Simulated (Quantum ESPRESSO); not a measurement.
# BaTiO3 (Pm-3m): zone-centre phonons, part 2 of 3

Aim: the zone-centre modes of BaTiO3 (Pm-3m).

Quantum ESPRESSO 7.5; DFT LDA, scalar-relativistic, plane waves, PseudoDojo norm-conserving pseudopotentials.

So far. Step 2 (A probe with smearing): A gap of 1.7 eV opens on this mesh, so the crystal is taken as an insulator; the start stands at -8.9 GPa. Step 4 (Ground state): The cell stands at -0.0030 GPa, close enough for phonons. The relaxed cell has a = 3.938 Å (conventional setting).

## 5. Zone-centre response

At q = 0 one unit cell holds all displacements; symmetry groups them into irreducible representations that are solved one by one. The response to a field gives ε∞ and the Born charges, which polar modes need.

Input file ph.in:

```
phonons
&INPUTPH
  prefix = 'x'
  outdir = './tmp'
  fildyn = 'g.dyn'
  tr2_ph = 1.0d-18
  epsil  = .true.
/
0.000000000000 0.000000000000 0.000000000000
```

On the command line:

```console
OMP_NUM_THREADS=1 mpirun -n 4 ph.x -nk 4 -in ph.in > ph.out
```

What it wrote:

```text
[banners, grids, parts of the stress and lines that vanish by symmetry left out]
[banner, memory and clock lines left out]
Program PHONON v.7.5

     ./tmp/x.save/

     IMPORTANT: XC functional enforced from input :
     Exchange-correlation= PW
                           (   1   4   0   0   0   0   0)
     Any further DFT definition will be discarded
     Please, verify this is what you really want

     G-vector sticks info

     Reading collected, re-writing distributed wavefunctions in ./tmp/

     Number and degeneracy of irreps per q-point
       N         xq(1)         xq(2)         xq(3)   N irreps
       1   0.000000000   0.000000000   0.000000000       5
        3   3   3   3   3

     Calculation of q =    0.0000000   0.0000000   0.0000000

     phonons

     bravais-lattice index     =            0
     lattice parameter (alat)  =       7.4414  a.u.
     unit-cell volume          =     412.0650 (a.u.)^3
     number of atoms/cell      =            5
     number of atomic types    =            3
     kinetic-energy cut-off    =      92.0000  Ry
     charge density cut-off    =     368.0000  Ry
     convergence threshold     =      1.0E-18
     beta                      =       0.7000
     number of iterations used =            4
     Exchange-correlation= PW
                           (   1   4   0   0   0   0   0)

     celldm(1)=    7.44141  celldm(2)=    0.00000  celldm(3)=    0.00000
     celldm(4)=    0.00000  celldm(5)=    0.00000  celldm(6)=    0.00000

     crystal axes: (cart. coord. in units of alat)
               a(1) = (  1.0000  0.0000  0.0000 )
               a(2) = (  0.0000  1.0000  0.0000 )
               a(3) = (  0.0000  0.0000  1.0000 )

     reciprocal axes: (cart. coord. in units 2 pi/alat)
               b(1) = (  1.0000  0.0000  0.0000 )
               b(2) = (  0.0000  1.0000  0.0000 )
               b(3) = (  0.0000  0.0000  1.0000 )

     Atoms inside the unit cell:

     Cartesian axes

     site n.  atom      mass           positions (alat units)
        1  Ba    137.3270   tau(    1) = (    0.50000    0.50000    0.50000  )
        2  Ti     47.8670   tau(    2) = (    0.00000    0.00000    0.00000  )
        3  O      15.9990   tau(    3) = (    0.50000    0.00000    0.00000  )
        4  O      15.9990   tau(    4) = (    0.00000    0.50000    0.00000  )
        5  O      15.9990   tau(    5) = (    0.00000    0.00000    0.50000  )

     Computing dynamical matrix for
                    q = (   0.0000000   0.0000000   0.0000000 )

     49 Sym.Ops. (with q -> -q+G )

     G cutoff =  516.1769  (  49173 G-vectors)     FFT grid: ( 45, 45, 45)
     number of k points=    35
                       cart. coord. in units 2pi/alat
        k(    1) = (   0.0000000   0.0000000   0.0000000), wk =   0.0039062
        k(    2) = (   0.0000000   0.0000000   0.1250000), wk =   0.0234375
        k(    3) = (   0.0000000   0.0000000   0.2500000), wk =   0.0234375
        [... further k-points left out ...]

     PseudoPot. # 1 for Ba read from file:
     ./pseudo/Ba.upf
     Pseudo is Norm-conserving + core correction, Zval = 10.0

     PseudoPot. # 2 for Ti read from file:
     ./pseudo/Ti.upf
     Pseudo is Norm-conserving + core correction, Zval = 12.0

     PseudoPot. # 3 for O  read from file:
     ./pseudo/O.upf
     Pseudo is Norm-conserving + core correction, Zval =  6.0

     Mode symmetry, O_h (m-3m)  point group:

     Electric field:
     Dielectric constant
     Born effective charges as d Force / d E

     Atomic displacements:
     There are    5 irreducible representations

     Representation     1      3 modes -  To be done

     Representation     2      3 modes -  To be done

     Representation     3      3 modes -  To be done

     Representation     4      3 modes -  To be done

     Representation     5      3 modes -  To be done

     Alpha used in Ewald sum =   2.8000

     Electric Fields Calculation

      iter #   1   av.it.:   9.5
      thresh= 1.000E-02 alpha_mix =  0.700 |ddv_scf|^2 =  4.516E-08

      [... iterations left out ...]
      iter #   9   av.it.:  17.3
      thresh= 1.550E-10 alpha_mix =  0.700 |ddv_scf|^2 =  1.860E-19

     End of electric fields calculation

          Dielectric constant in cartesian axis

          (       6.654854156       0.000000000       0.000000000 )
          (       0.000000000       6.654854156       0.000000000 )
          (       0.000000000       0.000000000       6.654854156 )

          Effective charges (d Force / dE) in cartesian axis without acoustic sum rule applied (asr)

           atom    1  Ba    Mean Z*:        2.76517
      Ex  (        2.76517        0.00000        0.00000 )
      Ey  (        0.00000        2.76517        0.00000 )
      Ez  (        0.00000        0.00000        2.76517 )
           atom    2  Ti    Mean Z*:        7.33080
      Ex  (        7.33080        0.00000        0.00000 )
      Ey  (        0.00000        7.33080        0.00000 )
      Ez  (        0.00000        0.00000        7.33080 )
           atom    3  O     Mean Z*:       -3.36590
      Ex  (       -5.76414        0.00000        0.00000 )
      Ey  (        0.00000       -2.16678        0.00000 )
      Ez  (        0.00000        0.00000       -2.16678 )
           atom    4  O     Mean Z*:       -3.36590
      Ex  (       -2.16678        0.00000        0.00000 )
      Ey  (        0.00000       -5.76414        0.00000 )
      Ez  (        0.00000        0.00000       -2.16678 )
           atom    5  O     Mean Z*:       -3.36590
      Ex  (       -2.16678        0.00000        0.00000 )
      Ey  (        0.00000       -2.16678        0.00000 )
      Ez  (        0.00000        0.00000       -5.76414 )

          Effective charges Sum: Mean:       -0.00173
             -0.00173        0.00000        0.00000
              0.00000       -0.00173        0.00000
              0.00000        0.00000       -0.00173

          Effective charges (d Force / dE) in cartesian axis with asr applied:
           atom    1  Ba    Mean Z*:        2.76552
      E*x (        2.76552        0.00000        0.00000 )
      E*y (        0.00000        2.76552        0.00000 )
      E*z (        0.00000        0.00000        2.76552 )
           atom    2  Ti    Mean Z*:        7.33114
      E*x (        7.33114        0.00000        0.00000 )
      E*y (        0.00000        7.33114        0.00000 )
      E*z (        0.00000        0.00000        7.33114 )
           atom    3  O     Mean Z*:       -3.36555
      E*x (       -5.76379        0.00000        0.00000 )
      E*y (        0.00000       -2.16643        0.00000 )
      E*z (        0.00000        0.00000       -2.16643 )
           atom    4  O     Mean Z*:       -3.36555
      E*x (       -2.16643        0.00000        0.00000 )
      E*y (        0.00000       -5.76379        0.00000 )
      E*z (        0.00000        0.00000       -2.16643 )
           atom    5  O     Mean Z*:       -3.36555
      E*x (       -2.16643        0.00000        0.00000 )
      E*y (        0.00000       -2.16643        0.00000 )
      E*z (        0.00000        0.00000       -5.76379 )

     Representation #   1 modes #   1   2   3

     Self-consistent Calculation

      iter #   1   av.it.:   9.4
      thresh= 1.000E-02 alpha_mix =  0.700 |ddv_scf|^2 =  6.247E-07

      [... iterations left out ...]
      iter #   9   av.it.:  18.4
      thresh= 1.649E-10 alpha_mix =  0.700 |ddv_scf|^2 =  1.154E-19

     End of self-consistent calculation

     Convergence has been achieved

     Representation #   2 modes #   4   5   6

     Self-consistent Calculation

      iter #   1   av.it.:  10.2
      thresh= 1.000E-02 alpha_mix =  0.700 |ddv_scf|^2 =  2.002E-06

      [... iterations left out ...]
      iter #   9   av.it.:  17.0
      thresh= 5.353E-10 alpha_mix =  0.700 |ddv_scf|^2 =  1.404E-19

     End of self-consistent calculation

     Convergence has been achieved

     Representation #   3 modes #   7   8   9

     Self-consistent Calculation

      iter #   1   av.it.:   7.7
      thresh= 1.000E-02 alpha_mix =  0.700 |ddv_scf|^2 =  2.943E-07

      [... iterations left out ...]
      iter #   9   av.it.:  16.8
      thresh= 1.712E-10 alpha_mix =  0.700 |ddv_scf|^2 =  4.055E-20

     End of self-consistent calculation

     Convergence has been achieved

     Representation #   4 modes #  10  11  12

     Self-consistent Calculation

      iter #   1   av.it.:   9.2
      thresh= 1.000E-02 alpha_mix =  0.700 |ddv_scf|^2 =  6.940E-07

      [... iterations left out ...]
      iter #   9   av.it.:  18.1
      thresh= 1.168E-10 alpha_mix =  0.700 |ddv_scf|^2 =  6.251E-20

     End of self-consistent calculation

     Convergence has been achieved

     Representation #   5 modes #  13  14  15

     Self-consistent Calculation

      iter #   1   av.it.:   9.1
      thresh= 1.000E-02 alpha_mix =  0.700 |ddv_scf|^2 =  2.403E-07

      [... iterations left out ...]
      iter #   7   av.it.:  18.3
      thresh= 2.130E-10 alpha_mix =  0.700 |ddv_scf|^2 =  8.471E-20

     End of self-consistent calculation

     Convergence has been achieved

     Number of q in the star =    1
     List of q in the star:
          1   0.000000000   0.000000000   0.000000000

          Dielectric constant in cartesian axis

          (       6.654854156       0.000000000       0.000000000 )
          (       0.000000000       6.654854156       0.000000000 )
          (       0.000000000       0.000000000       6.654854156 )

          Effective charges (d Force / dE) in cartesian axis without acoustic sum rule applied (asr)

           atom    1  Ba    Mean Z*:        2.76517
      Ex  (        2.76517        0.00000        0.00000 )
      Ey  (        0.00000        2.76517        0.00000 )
      Ez  (        0.00000        0.00000        2.76517 )
           atom    2  Ti    Mean Z*:        7.33080
      Ex  (        7.33080        0.00000        0.00000 )
      Ey  (        0.00000        7.33080        0.00000 )
      Ez  (        0.00000        0.00000        7.33080 )
           atom    3  O     Mean Z*:       -3.36590
      Ex  (       -5.76414        0.00000        0.00000 )
      Ey  (        0.00000       -2.16678        0.00000 )
      Ez  (        0.00000        0.00000       -2.16678 )
           atom    4  O     Mean Z*:       -3.36590
      Ex  (       -2.16678        0.00000        0.00000 )
      Ey  (        0.00000       -5.76414        0.00000 )
      Ez  (        0.00000        0.00000       -2.16678 )
           atom    5  O     Mean Z*:       -3.36590
      Ex  (       -2.16678        0.00000        0.00000 )
      Ey  (        0.00000       -2.16678        0.00000 )
      Ez  (        0.00000        0.00000       -5.76414 )

          Effective charges Sum: Mean:       -0.00173
             -0.00173        0.00000        0.00000
              0.00000       -0.00173        0.00000
              0.00000        0.00000       -0.00173

          Effective charges (d Force / dE) in cartesian axis with asr applied:
           atom    1  Ba    Mean Z*:        2.76552
      E*x (        2.76552        0.00000        0.00000 )
      E*y (        0.00000        2.76552        0.00000 )
      E*z (        0.00000        0.00000        2.76552 )
           atom    2  Ti    Mean Z*:        7.33114
      E*x (        7.33114        0.00000        0.00000 )
      E*y (        0.00000        7.33114        0.00000 )
      E*z (        0.00000        0.00000        7.33114 )
           atom    3  O     Mean Z*:       -3.36555
      E*x (       -5.76379        0.00000        0.00000 )
      E*y (        0.00000       -2.16643        0.00000 )
      E*z (        0.00000        0.00000       -2.16643 )
           atom    4  O     Mean Z*:       -3.36555
      E*x (       -2.16643        0.00000        0.00000 )
      E*y (        0.00000       -5.76379        0.00000 )
      E*z (        0.00000        0.00000       -2.16643 )
           atom    5  O     Mean Z*:       -3.36555
      E*x (       -2.16643        0.00000        0.00000 )
      E*y (        0.00000       -2.16643        0.00000 )
      E*z (        0.00000        0.00000       -5.76379 )

     Diagonalizing the dynamical matrix

     q = (    0.000000000   0.000000000   0.000000000 )

 **************************************************************************
     freq (    1) =      -4.580782 [THz] =    -152.798427 [cm-1]
     freq (    2) =      -4.580782 [THz] =    -152.798427 [cm-1]
     freq (    3) =      -4.580782 [THz] =    -152.798427 [cm-1]
     freq (    4) =      -0.013771 [THz] =      -0.459343 [cm-1]
     freq (    5) =      -0.013771 [THz] =      -0.459343 [cm-1]
     freq (    6) =      -0.013771 [THz] =      -0.459343 [cm-1]
     freq (    7) =       5.507915 [THz] =     183.724252 [cm-1]
     freq (    8) =       5.507915 [THz] =     183.724252 [cm-1]
     freq (    9) =       5.507915 [THz] =     183.724252 [cm-1]
     freq (   10) =       8.653029 [THz] =     288.633966 [cm-1]
     freq (   11) =       8.653029 [THz] =     288.633966 [cm-1]
     freq (   12) =       8.653029 [THz] =     288.633966 [cm-1]
     freq (   13) =      14.397643 [THz] =     480.253676 [cm-1]
     freq (   14) =      14.397643 [THz] =     480.253676 [cm-1]
     freq (   15) =      14.397643 [THz] =     480.253676 [cm-1]
 **************************************************************************

     Mode symmetry, O_h (m-3m)  point group:

     freq (   1-   3) =       -152.8  [cm-1]   --> T_1u G_15  G_4- I
     freq (   4-   6) =         -0.5  [cm-1]   --> T_1u G_15  G_4- I
     freq (   7-   9) =        183.7  [cm-1]   --> T_1u G_15  G_4- I
     freq (  10-  12) =        288.6  [cm-1]   --> T_2u G_25  G_5-
     freq (  13-  15) =        480.3  [cm-1]   --> T_1u G_15  G_4- I
```

It took 23 min on 4 MPI ranks of Arm Neoverse V1, shared host; 1.5 h of CPU time.

Read from the output:

```
miss of the charge sum rule                                       : 0.001730 e
largest acoustic frequency at the zone centre before the sum rule : -0.46 cm⁻¹
highest optical zone-centre mode (no LO-TO term)                  : 480.2 cm⁻¹
lowest optical zone-centre mode                                   : -152.8 cm⁻¹
mean high-frequency dielectric constant                           : 6.655
largest Born charge in size (third of the trace)                  : 7.331 e
```

Born charge (rows field, columns displacement), before the sum rule (e), principal values of the symmetric part by kind of site:

| atom | atoms with these values | low | middle | high | mean |
| --- | --- | --- | --- | --- | --- |
| Ba1 | 1 | 2.77 | 2.77 | 2.77 | 2.77 |
| Ti2 | 1 | 7.33 | 7.33 | 7.33 | 7.33 |
| O3 | 3 | -5.76 | -2.17 | -2.17 | -3.37 |

In full for Ti2:

```
7.33 0.00 0.00
0.00 7.33 0.00
0.00 0.00 7.33
```

High-frequency dielectric tensor:

```
6.65 0.00 0.00
0.00 6.65 0.00
0.00 0.00 6.65
```

The acoustic modes at Γ come out as far as 0.5 cm⁻¹ from zero, where they should vanish, a small numerical error; the Born charges miss their sum rule by 0.0017 e, which is good. The lowest optical mode is imaginary, 153i cm⁻¹, an instability at this level and on this k mesh.

## 6. Modes with the sum rule

A rigid shift of the crystal must cost nothing, but grids and finite bases break this; the acoustic sum rule is imposed before the matrix is diagonalised again. With Born charges the intensities follow; a static dielectric tensor has no meaning with imaginary modes.

Input file dynmat.in:

```
&INPUT
  fildyn = 'g.dyn'
  asr    = 'simple'
  fileig = 'dynmat.eig'
  lperm  = .true.
/
```

On the command line:

```console
dynmat.x -in dynmat.in > dynmat.out
```

What it wrote:

```text
[banner, memory and clock lines left out]
Program DYNMAT v.7.5

     Reading Dynamical Matrix from file g.dyn
     ...Force constants read
     ...epsilon and Z* read
     A direction for q was not specified:TO-LO splitting will be absent

     Polarizability (A^3 units)
     multiply by 0.346626 for Clausius-Mossotti correction
        27.477721    0.000000    0.000000
         0.000000   27.477721    0.000000
         0.000000    0.000000   27.477721

     IR activities are in (D/A)^2/amu units

# mode   [cm-1]    [THz]      IR
    1   -152.83   -4.5818   82.9866
    2   -152.83   -4.5818   82.9866
    3   -152.83   -4.5818   82.9866
    4     -0.00   -0.0000    0.0000
    5     -0.00   -0.0000    0.0000
    6      0.00    0.0000    0.0000
    7    183.73    5.5080    2.1403
    8    183.73    5.5080    2.1403
    9    183.73    5.5080    2.1403
   10    288.69    8.6547    0.0000
   11    288.69    8.6547    0.0000
   12    288.69    8.6547    0.0000
   13    480.24   14.3972    3.5050
   14    480.24   14.3972    3.5050
   15    480.24   14.3972    3.5050

Electronic dielectric permittivity tensor (relative, adimensional)
         6.654854    0.000000    0.000000
         0.000000    6.654854    0.000000
         0.000000    0.000000    6.654854

 ... with zone-center polar mode contributions
         9.400379   -0.000000    0.000000
        -0.000000    9.400379   -0.000000
         0.000000   -0.000000    9.400379

[end of the log left out, with the tail of the file of modes that dynmat.x writes under the same name]
```

The job ended after 0.46 s (1 thread).

Unit eigenvectors of the mass-weighted matrix after the sum rule; no LO-TO term. Modes at Γ, with each element's share of the kinetic energy (negative means imaginary):

| mode | frequency (cm⁻¹) | Ba % | Ti % | O % |
| --- | --- | --- | --- | --- |
| 1 | -152.8 | 0 | 46 | 54 |
| 2 | -152.8 | 0 | 46 | 54 |
| 3 | -152.8 | 0 | 46 | 54 |
| 4 | 0.0 | 59 | 21 | 21 |
| 5 | 0.0 | 59 | 21 | 21 |
| 6 | 0.0 | 59 | 21 | 21 |
| 7 | 183.7 | 41 | 31 | 28 |
| 8 | 183.7 | 41 | 31 | 28 |
| 9 | 183.7 | 41 | 31 | 28 |
| 10 | 288.7 | 0 | 0 | 100 |
| 11 | 288.7 | 0 | 0 | 100 |
| 12 | 288.7 | 0 | 0 | 100 |
| 13 | 480.2 | 0 | 2 | 98 |
| 14 | 480.2 | 0 | 2 | 98 |
| 15 | 480.2 | 0 | 2 | 98 |

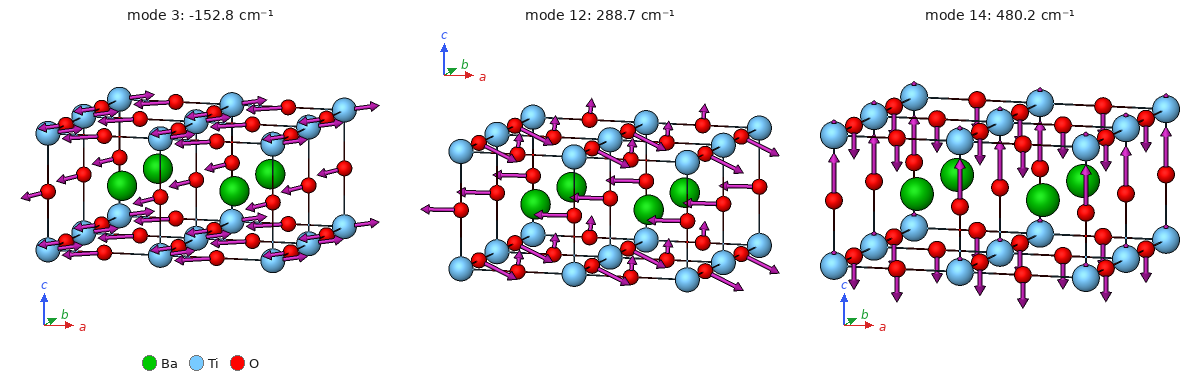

Displacement patterns of modes 3, 12 and 14 at Γ; arrows are exaggerated. 2×2×1 cells are drawn. Some periodic images of atoms are drawn too.

Degenerate modes summed, no LO-TO term; imaginary modes left out. Infrared lines, with heights relative to the strongest:

| position (cm⁻¹) | lines merged | IR intensity, relative |
| --- | --- | --- |
| 184 | 3 | 61 |
| 289 | 3 | 0.0 |
| 480 | 3 | 100 |

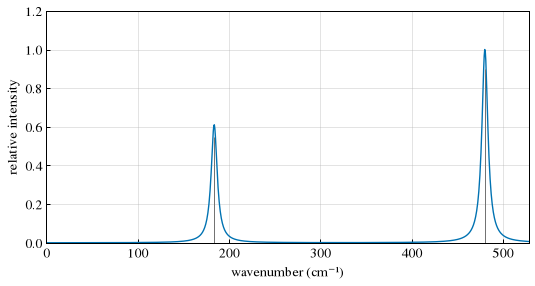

The infrared spectrum, broadened with Lorentzians of width 8 cm⁻¹; bars mark the lines.

The rule moves no optical mode by more than 0.1 cm⁻¹.

[end of part 2 of 3]

[Host names and launcher messages were left out of these logs when they were recorded.]

[Logs are printed without paths, hosts, clocks, repeated set-up lines and the standing remarks that a program may print on its own settings, such as how far it seeks lower states.]

[Hosts, paths, dates, database ids (printed as entryN), source tags and the programs' standing remarks are cut or masked in the printed files.]
